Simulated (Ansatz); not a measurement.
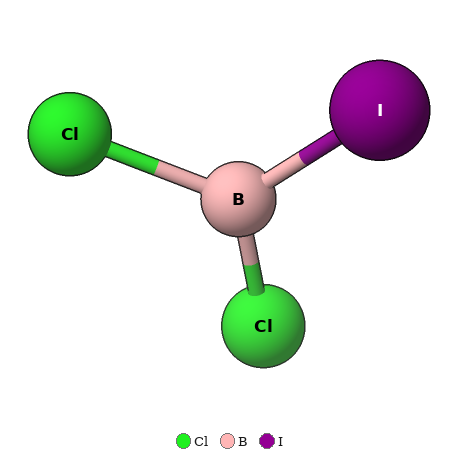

Source: calculation with Ansatz.

Ball-and-stick drawing of a structure. Every bond is drawn as one stick, whatever its order.

Geometry: moved along internal coordinates away from the minimum.

Describe the molecule.

Formula BICl2. Its SMILES string is `ClB(Cl)I`. All atoms lie on one plane. Coordination: 1 B trigonal planar.
